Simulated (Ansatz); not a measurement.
**Run report: C₂H₂B, molecular dynamics**

C₂H₂B, multiplicity 2, SMILES B#C[CH2], computed with UKS PBE0-D4/def2-SVP (Ansatz 0.2.0).

Figures and captions count atoms from 1; the log counts them from 0 in places.

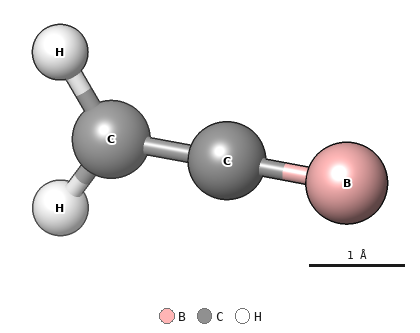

**Figure 1.** The starting structure (ball-and-stick view, seen at a tilt). Bond lengths as drawn: B–C 1.36 Å, C–C 1.32 Å and C–H 1.08 Å.

## The input
```yaml
crystal:
  periodic: [false, false, false]
  atoms:
    - {symbol: B, position_ang: [-1.444080, -0.821820, 1.307140]}
    - {symbol: C, position_ang: [-0.512420, -0.289150, 0.464120]}
    - {symbol: C, position_ang: [0.388170, 0.220460, -0.350790]}
    - {symbol: H, position_ang: [1.009980, -0.398360, -0.988460]}
    - {symbol: H, position_ang: [0.558350, 1.288880, -0.432000]}
basis:
  gaussian: {orbitals: def2-SVP}
magnetization: {spin_polarized: true, initial_magnetization: 1}
hamiltonian: {xc: pbe0, dispersion: d4}
md: {n_steps: 40, timestep: 0.5, temperature: 200, ensemble: nvt_langevin, seed: 287, friction: 0.01, initial_velocities: maxwell_boltzmann}
```

Run as:
```bash
ansatz run in.yaml --threads 2 --pin off --events-out ev --progress --plain --max-ram 3481MiB
```

## What the program printed
```
Functional definition: PBE0
  name "PBE0"
  cite "Adamo & Barone, J. Chem. Phys. 110, 6158 (1999) doi:10.1063/1.478522"
  cite "Perdew, Burke & Ernzerhof, Phys. Rev. Lett. 77, 3865 (1996) doi:10.1103/PhysRevLett.77.3865"
  parent pbe
  parameter a = 0.25
  parameter kappa = 0.804
  parameter beta = 0.06672455060314922
  exchange = (1 - a)*pbe_x(kappa = kappa, mu = beta*pi^2/3) + a*exact_x
  correlation = pbe_c(beta = beta)
603 factors; integrals over basis functions are off by at most 3.8e-4 eV
mean field evaluation 1: about -2766.2725 eV, gradient 3.1e1 eV
mean field evaluation 2: about -2752.7465 eV, gradient 5.6e1 eV
mean field evaluation 4: about -2771.4145 eV, gradient 6.1e0 eV
mean field evaluation 8: about -2771.6670 eV, gradient 1.3e-1 eV
mean field evaluation 16: about -2771.6680 eV, gradient 2.9e-4 eV
mean field evaluation 32: about -2770.7095 eV, gradient 5.6e0 eV
mean field -2771.66803772 eV, -101.8569216823 hartree, gradient 4.9e-5 eV, S^2 0.779460; 4 other end points of the search recorded, 0 dependent functions left out
the calculation of the forces begins
reference -2771.66805990 eV, -101.8569224971 hartree; 10, 9 occupied and 42, 43 virtual orbitals, 603 factors
md step     0: t =     0.00 fs  T =   160.0 K  F+E_penalty+E_count = -2771.72617743 eV  E_kin = 0.103408 eV  (83 SCF iters)
these checks for a lower state are left out or cut short: starts, cluster_reference, orbital_swaps, neighbouring_geometries, increment
603 factors; integrals over basis functions are off by at most 3.9e-4 eV
mean field -2771.67236960 eV, -101.8570808757 hartree, gradient 2.7e-5 eV, S^2 0.779421; 0 other end points of the search recorded, 0 dependent functions left out
the calculation of the forces begins
reference -2771.67239178 eV, -101.8570816908 hartree; 10, 9 occupied and 42, 43 virtual orbitals, 603 factors
md step     1: t =     0.50 fs  T =   160.8 K  F+E_penalty+E_count = -2771.73048930 eV  E_kin = 0.103927 eV  (41 SCF iters)
[... from here on the SCF iterations and repeated set-up lines of each step are left out, up to the last step ...]
md step     2: t =     1.00 fs  T =   155.7 K  F+E_penalty+E_count = -2771.73092384 eV  E_kin = 0.100632 eV  (36 SCF iters)
md step     3: t =     1.50 fs  T =   155.5 K  F+E_penalty+E_count = -2771.72682088 eV  E_kin = 0.100509 eV  (39 SCF iters)
md step     4: t =     2.00 fs  T =   131.2 K  F+E_penalty+E_count = -2771.71923762 eV  E_kin = 0.084824 eV  (36 SCF iters)
md step     5: t =     2.50 fs  T =   115.6 K  F+E_penalty+E_count = -2771.71055820 eV  E_kin = 0.074690 eV  (38 SCF iters)
md step     6: t =     3.00 fs  T =    94.2 K  F+E_penalty+E_count = -2771.70236806 eV  E_kin = 0.060902 eV  (36 SCF iters)
md step     7: t =     3.50 fs  T =    88.9 K  F+E_penalty+E_count = -2771.69729418 eV  E_kin = 0.057485 eV  (37 SCF iters)
md step     8: t =     4.00 fs  T =    87.4 K  F+E_penalty+E_count = -2771.69589023 eV  E_kin = 0.056460 eV  (38 SCF iters)
md step     9: t =     4.50 fs  T =    93.3 K  F+E_penalty+E_count = -2771.69779064 eV  E_kin = 0.060330 eV  (37 SCF iters)
md step    10: t =     5.00 fs  T =    87.1 K  F+E_penalty+E_count = -2771.70275008 eV  E_kin = 0.056299 eV  (39 SCF iters)
md step    11: t =     5.50 fs  T =    84.5 K  F+E_penalty+E_count = -2771.70837808 eV  E_kin = 0.054608 eV  (37 SCF iters)
md step    12: t =     6.00 fs  T =    96.7 K  F+E_penalty+E_count = -2771.71361655 eV  E_kin = 0.062525 eV  (38 SCF iters)
md step    13: t =     6.50 fs  T =   103.4 K  F+E_penalty+E_count = -2771.71751669 eV  E_kin = 0.066842 eV  (36 SCF iters)
md step    14: t =     7.00 fs  T =    96.5 K  F+E_penalty+E_count = -2771.71879754 eV  E_kin = 0.062356 eV  (36 SCF iters)
md step    15: t =     7.50 fs  T =    95.5 K  F+E_penalty+E_count = -2771.71791274 eV  E_kin = 0.061749 eV  (37 SCF iters)
md step    16: t =     8.00 fs  T =   100.6 K  F+E_penalty+E_count = -2771.71585724 eV  E_kin = 0.065006 eV  (36 SCF iters)
md step    17: t =     8.50 fs  T =    94.4 K  F+E_penalty+E_count = -2771.71330461 eV  E_kin = 0.061026 eV  (37 SCF iters)
md step    18: t =     9.00 fs  T =    89.6 K  F+E_penalty+E_count = -2771.71146125 eV  E_kin = 0.057932 eV  (37 SCF iters)
md step    19: t =     9.50 fs  T =    82.2 K  F+E_penalty+E_count = -2771.71088344 eV  E_kin = 0.053132 eV  (39 SCF iters)
md step    20: t =    10.00 fs  T =    76.3 K  F+E_penalty+E_count = -2771.71133982 eV  E_kin = 0.049322 eV  (39 SCF iters)
md step    21: t =    10.50 fs  T =    84.7 K  F+E_penalty+E_count = -2771.71215317 eV  E_kin = 0.054759 eV  (36 SCF iters)
md step    22: t =    11.00 fs  T =    89.5 K  F+E_penalty+E_count = -2771.71244794 eV  E_kin = 0.057852 eV  (36 SCF iters)
md step    23: t =    11.50 fs  T =    91.7 K  F+E_penalty+E_count = -2771.71186871 eV  E_kin = 0.059275 eV  (36 SCF iters)
md step    24: t =    12.00 fs  T =    89.8 K  F+E_penalty+E_count = -2771.71077825 eV  E_kin = 0.058070 eV  (36 SCF iters)
md step    25: t =    12.50 fs  T =    74.3 K  F+E_penalty+E_count = -2771.70916254 eV  E_kin = 0.048001 eV  (34 SCF iters)
md step    26: t =    13.00 fs  T =    64.6 K  F+E_penalty+E_count = -2771.70703120 eV  E_kin = 0.041737 eV  (34 SCF iters)
md step    27: t =    13.50 fs  T =    78.3 K  F+E_penalty+E_count = -2771.70496735 eV  E_kin = 0.050588 eV  (35 SCF iters)
md step    28: t =    14.00 fs  T =    80.5 K  F+E_penalty+E_count = -2771.70229317 eV  E_kin = 0.052022 eV  (37 SCF iters)
md step    29: t =    14.50 fs  T =    82.2 K  F+E_penalty+E_count = -2771.69915337 eV  E_kin = 0.053135 eV  (37 SCF iters)
md step    30: t =    15.00 fs  T =    62.9 K  F+E_penalty+E_count = -2771.69697468 eV  E_kin = 0.040634 eV  (38 SCF iters)
md step    31: t =    15.50 fs  T =    70.5 K  F+E_penalty+E_count = -2771.69648874 eV  E_kin = 0.045561 eV  (38 SCF iters)
md step    32: t =    16.00 fs  T =    73.1 K  F+E_penalty+E_count = -2771.69688123 eV  E_kin = 0.047259 eV  (37 SCF iters)
md step    33: t =    16.50 fs  T =    64.3 K  F+E_penalty+E_count = -2771.69768106 eV  E_kin = 0.041580 eV  (39 SCF iters)
md step    34: t =    17.00 fs  T =    66.5 K  F+E_penalty+E_count = -2771.69781163 eV  E_kin = 0.042981 eV  (37 SCF iters)
md step    35: t =    17.50 fs  T =    58.5 K  F+E_penalty+E_count = -2771.69614878 eV  E_kin = 0.037838 eV  (36 SCF iters)
md step    36: t =    18.00 fs  T =    54.2 K  F+E_penalty+E_count = -2771.69275644 eV  E_kin = 0.035030 eV  (37 SCF iters)
md step    37: t =    18.50 fs  T =    45.0 K  F+E_penalty+E_count = -2771.68829599 eV  E_kin = 0.029092 eV  (39 SCF iters)
md step    38: t =    19.00 fs  T =    34.8 K  F+E_penalty+E_count = -2771.68431261 eV  E_kin = 0.022507 eV  (39 SCF iters)
md step    39: t =    19.50 fs  T =    41.6 K  F+E_penalty+E_count = -2771.68246648 eV  E_kin = 0.026905 eV  (38 SCF iters)
these checks for a lower state are left out or cut short: starts, cluster_reference, orbital_swaps, neighbouring_geometries, increment
603 factors; integrals over basis functions are off by at most 3.8e-4 eV
mean field -2771.62421467 eV, -101.8553112146 hartree, gradient 1.8e-5 eV, S^2 0.780788; 0 other end points of the search recorded, 0 dependent functions left out
the calculation of the forces begins
reference -2771.62423676 eV, -101.8553120267 hartree; 10, 9 occupied and 42, 43 virtual orbitals, 603 factors
603 factors; integrals over basis functions are off by at most 3.8e-4 eV
mean field evaluation 288: about -2771.6235 eV, gradient 8.1e-2 eV
mean field evaluation 320: about -2770.4197 eV, gradient 5.4e0 eV
mean field -2771.62421467 eV, -101.8553112146 hartree, gradient 1.8e-5 eV, S^2 0.780788; 7 other end points of the search recorded, 0 dependent functions left out
the calculation of the forces begins
reference -2771.62423676 eV, -101.8553120267 hartree; 10, 9 occupied and 42, 43 virtual orbitals, 603 factors
md step    40: t =    20.00 fs  T =    50.3 K  F+E_penalty+E_count = -2771.68232522 eV  E_kin = 0.032482 eV  (96 SCF iters)
```

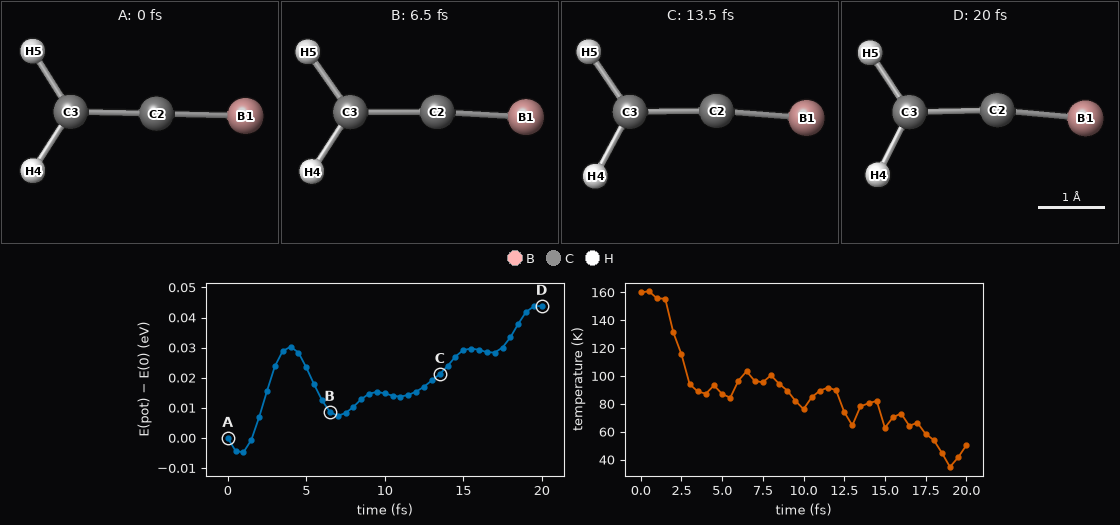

**Figure 2.** Frames of the molecular dynamics (ball-and-stick, seen at a tilt) above the curves, on which the letters mark them. The trajectory kept here has 41 frames over 20 fs. The temperature starts at 160 K, ranges from 35 to 161 K and averages 68 K over the second half. The potential energy ends 0.044 eV above its first value. After an unweighted best fit of the last frame on the first, the root-mean-square displacement is 0.06 Å.

```
Total energy: -2771.68234732 eV, -101.8574475503 hartree
Atom 0 at    -1.372663    -0.858040     1.358444 Å, force    -0.365460    -0.130186     0.269209 eV/Å
Atom 1 at    -0.548275    -0.262672     0.449948 Å, force     1.064095     0.490874    -0.961763 eV/Å
Atom 2 at     0.377070     0.202894    -0.409513 Å, force    -1.411323    -0.506803     1.611238 eV/Å
Atom 3 at     1.029158    -0.500528    -0.896833 Å, force     0.574381    -0.316318    -0.621589 eV/Å
Atom 4 at     0.524843     1.268211    -0.545711 Å, force     0.138307     0.462433    -0.297095 eV/Å
Dipole moment:     0.179180     0.081043    -0.146045 e Å
```

## Trajectory as extended XYZ (Å, eV, eV/Å), 18 of the 41 frames kept, from step=0 to step=40
```
5
Properties=species:S:1:pos:R:3:forces:R:3 step=0 time_fs=0.0 energy=-2771.72618 temperature=160.0
B    -1.4441   -0.8218    1.3071   -0.2680  -0.1497   0.2427
C    -0.5124   -0.2892    0.4641   -0.0885  -0.0584   0.0824
C     0.3882    0.2205   -0.3508   -0.0394  -0.0006   0.0288
H     1.0100   -0.3984   -0.9885    0.3215  -0.3486  -0.3285
H     0.5584    1.2889   -0.4320    0.0744   0.5573  -0.0254
5
Properties=species:S:1:pos:R:3:forces:R:3 step=2 time_fs=1.0 energy=-2771.73092 temperature=155.7
B    -1.4386   -0.8222    1.3110   -0.4378  -0.2403   0.3924
C    -0.5178   -0.2866    0.4650    0.2726   0.1273  -0.1996
C     0.3876    0.2194   -0.3518    0.2417  -0.2452  -0.3665
H     1.0196   -0.4091   -1.0052   -0.0902   0.0080   0.1266
H     0.5617    1.2915   -0.4551    0.0137   0.3501   0.0470
5
Properties=species:S:1:pos:R:3:forces:R:3 step=5 time_fs=2.5 energy=-2771.71056 temperature=115.6
B    -1.4316   -0.8237    1.3173   -0.6169  -0.3363   0.5562
C    -0.5244   -0.2826    0.4674    0.7459   0.3638  -0.5974
C     0.3874    0.2165   -0.3547    0.5543  -0.1888  -0.7596
H     1.0358   -0.4233   -1.0249   -0.5576   0.3879   0.6275
H     0.5716    1.3024   -0.4845   -0.1257  -0.2266   0.1733
5
Properties=species:S:1:pos:R:3:forces:R:3 step=7 time_fs=3.5 energy=-2771.69729 temperature=88.9
B    -1.4281   -0.8249    1.3220   -0.6345  -0.3418   0.5716
C    -0.5280   -0.2801    0.4677    0.9277   0.4475  -0.7481
C     0.3879    0.2143   -0.3576    0.5666  -0.0059  -0.7945
H     1.0417   -0.4268   -1.0293   -0.6500   0.4240   0.7218
H     0.5787    1.3078   -0.5010   -0.2098  -0.5238   0.2492
5
Properties=species:S:1:pos:R:3:forces:R:3 step=9 time_fs=4.5 energy=-2771.69779 temperature=93.3
B    -1.4257   -0.8265    1.3273   -0.5538  -0.2878   0.4923
C    -0.5311   -0.2772    0.4668    0.9661   0.4500  -0.7671
C     0.3888    0.2118   -0.3611    0.4170   0.2128  -0.6515
H     1.0414   -0.4267   -1.0257   -0.5635   0.2974   0.6268
H     0.5847    1.3089   -0.5147   -0.2659  -0.6724   0.2994
5
Properties=species:S:1:pos:R:3:forces:R:3 step=12 time_fs=6.0 energy=-2771.71362 temperature=96.7
B    -1.4228   -0.8293    1.3355   -0.3265  -0.1403   0.2646
C    -0.5342   -0.2733    0.4636    0.7872   0.3270  -0.5646
C     0.3901    0.2082   -0.3659   -0.0316   0.4907  -0.2308
H     1.0285   -0.4234   -1.0113   -0.1583  -0.1214   0.2180
H     0.5890    1.3000   -0.5284   -0.2708  -0.5559   0.3128
5
Properties=species:S:1:pos:R:3:forces:R:3 step=14 time_fs=7.0 energy=-2771.71880 temperature=96.5
B    -1.4208   -0.8319    1.3410   -0.1133  -0.0022   0.0467
C    -0.5350   -0.2706    0.4602    0.5215   0.1681  -0.2918
C     0.3903    0.2066   -0.3693   -0.3684   0.5687   0.1005
H     1.0171   -0.4226   -0.9992    0.1841  -0.4485  -0.1272
H     0.5883    1.2891   -0.5328   -0.2239  -0.2862   0.2718
5
Properties=species:S:1:pos:R:3:forces:R:3 step=16 time_fs=8.0 energy=-2771.71586 temperature=100.6
B    -1.4191   -0.8350    1.3466    0.1176   0.1486  -0.1943
C    -0.5354   -0.2685    0.4565    0.2190  -0.0134   0.0189
C     0.3901    0.2057   -0.3725   -0.6161   0.4212   0.3409
H     1.0103   -0.4251   -0.9886    0.4226  -0.6603  -0.3635
H     0.5832    1.2763   -0.5358   -0.1431   0.1039   0.1979
5
Properties=species:S:1:pos:R:3:forces:R:3 step=19 time_fs=9.5 energy=-2771.71088 temperature=82.2
B    -1.4158   -0.8407    1.3547    0.4164   0.3469  -0.5148
C    -0.5353   -0.2667    0.4517   -0.1774  -0.2368   0.4278
C     0.3884    0.2066   -0.3772   -0.6289  -0.2226   0.3624
H     1.0102   -0.4402   -0.9790    0.4037  -0.5498  -0.3412
H     0.5715    1.2614   -0.5412   -0.0138   0.6623   0.0658
5
Properties=species:S:1:pos:R:3:forces:R:3 step=21 time_fs=10.5 energy=-2771.71215 temperature=84.7
B    -1.4132   -0.8435    1.3589    0.5422   0.4343  -0.6563
C    -0.5353   -0.2655    0.4494   -0.3522  -0.3349   0.6070
C     0.3874    0.2070   -0.3798   -0.4101  -0.6867   0.1860
H     1.0172   -0.4581   -0.9750    0.1727  -0.2182  -0.1263
H     0.5638    1.2583   -0.5432    0.0473   0.8055  -0.0104
5
Properties=species:S:1:pos:R:3:forces:R:3 step=24 time_fs=12.0 energy=-2771.71078 temperature=89.8
B    -1.4080   -0.8468    1.3624    0.6127   0.4922  -0.7439
C    -0.5351   -0.2633    0.4474   -0.5384  -0.4286   0.7742
C     0.3846    0.2071   -0.3832    0.1025  -0.9850  -0.1851
H     1.0314   -0.4913   -0.9669   -0.2484   0.3966   0.2260
H     0.5530    1.2664   -0.5452    0.0716   0.5249  -0.0712
5
Properties=species:S:1:pos:R:3:forces:R:3 step=26 time_fs=13.0 energy=-2771.70703 temperature=64.6
B    -1.4041   -0.8489    1.3634    0.5871   0.4843  -0.7261
C    -0.5359   -0.2621    0.4468   -0.5380  -0.4121   0.7601
C     0.3828    0.2067   -0.3856    0.2896  -0.7857  -0.2773
H     1.0366   -0.5084   -0.9576   -0.3760   0.6350   0.3039
H     0.5490    1.2787   -0.5478    0.0374   0.0785  -0.0605
5
Properties=species:S:1:pos:R:3:forces:R:3 step=28 time_fs=14.0 energy=-2771.70229 temperature=80.5
B    -1.3999   -0.8507    1.3634    0.5038   0.4384  -0.6471
C    -0.5377   -0.2611    0.4466   -0.3988  -0.3166   0.6064
C     0.3816    0.2062   -0.3890    0.2899  -0.4462  -0.1890
H     1.0390   -0.5198   -0.9454   -0.3836   0.7249   0.2676
H     0.5476    1.2927   -0.5503   -0.0113  -0.4006  -0.0379
5
Properties=species:S:1:pos:R:3:forces:R:3 step=31 time_fs=15.5 energy=-2771.69649 temperature=70.5
B    -1.3924   -0.8525    1.3625    0.2650   0.2888  -0.4046
C    -0.5415   -0.2615    0.4472    0.0310  -0.0564   0.1482
C     0.3799    0.2048   -0.3956    0.0038   0.0254   0.2106
H     1.0387   -0.5245   -0.9275   -0.2329   0.6178   0.0773
H     0.5465    1.3076   -0.5509   -0.0670  -0.8756  -0.0315
5
Properties=species:S:1:pos:R:3:forces:R:3 step=33 time_fs=16.5 energy=-2771.69768 temperature=64.3
B    -1.3874   -0.8538    1.3615    0.0787   0.1665  -0.2079
C    -0.5439   -0.2624    0.4484    0.3754   0.1406  -0.2174
C     0.3791    0.2039   -0.4003   -0.4176   0.2093   0.6475
H     1.0335   -0.5196   -0.9164    0.0195   0.3545  -0.1552
H     0.5426    1.3074   -0.5497   -0.0560  -0.8709  -0.0669
5
Properties=species:S:1:pos:R:3:forces:R:3 step=35 time_fs=17.5 energy=-2771.69615 temperature=58.5
B    -1.3833   -0.8549    1.3609   -0.0887   0.0541  -0.0285
C    -0.5461   -0.2633    0.4497    0.6842   0.3150  -0.5466
C     0.3783    0.2036   -0.4043   -0.9120   0.2254   1.1199
H     1.0268   -0.5118   -0.9063    0.3278   0.0168  -0.4170
H     0.5370    1.2993   -0.5477   -0.0113  -0.6114  -0.1278
5
Properties=species:S:1:pos:R:3:forces:R:3 step=38 time_fs=19.0 energy=-2771.68431 temperature=34.8
B    -1.3770   -0.8565    1.3598   -0.2819  -0.0760   0.1791
C    -0.5480   -0.2637    0.4505    1.0045   0.4805  -0.8918
C     0.3780    0.2037   -0.4083   -1.4255  -0.1097   1.6085
H     1.0248   -0.5023   -0.8962    0.6196  -0.3268  -0.6569
H     0.5291    1.2809   -0.5443    0.0834   0.0320  -0.2389
5
Properties=species:S:1:pos:R:3:forces:R:3 step=40 time_fs=20.0 energy=-2771.68233 temperature=50.3
B    -1.3727   -0.8580    1.3584   -0.3655  -0.1302   0.2692
C    -0.5483   -0.2627    0.4499    1.0641   0.4909  -0.9618
C     0.3771    0.2029   -0.4095   -1.4113  -0.5068   1.6112
H     1.0292   -0.5005   -0.8968    0.5744  -0.3163  -0.6216
H     0.5248    1.2682   -0.5457    0.1383   0.4624  -0.2971
```

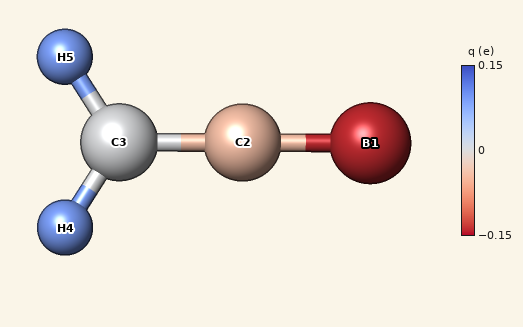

**Figure 3.** Mulliken charges, as the colour of each atom (ball-and-stick view, seen at a tilt; atoms are numbered from 1 in the order of the input). By element: B −0.14, C −0.04 to 0.00 and H +0.09 e.

## Results in brief

| quantity | value |
| --- | --- |
| outcome | finished |
| mean temperature over the second half | 68 K |
| trajectory | 40 steps, 20 fs |
| ensemble | nvt_langevin |
| temperature in the input | 200 K |
| time step | 0.5 fs |
| potential energy (last step) | −2771.6823 eV |
| mean-field energy (last step) | −2771.6242 eV |
| dispersion energy (last step) | −0.0581 eV |
| ⟨S²⟩ (last step) | 0.781 |
| SCF solution under orbital rotations (last step) | stable |
| largest force (length of the vector) (last step) | 2.201 eV/Å |
| dipole moment (last step) | 1.18 D |
| hardware | 2 threads of Arm Neoverse N1, 15 GiB of memory available, shared host |
| wall time | 57 s (CPU time 1.8 min) |
| peak memory | 0.11 GiB |

So short a trajectory is not equilibrated. The logged temperature at the start can lie below the typed one, since it is counted over all degrees of freedom. The temperature stays far from the 200 K of the thermostat over the second half: the run isn't equilibrated.
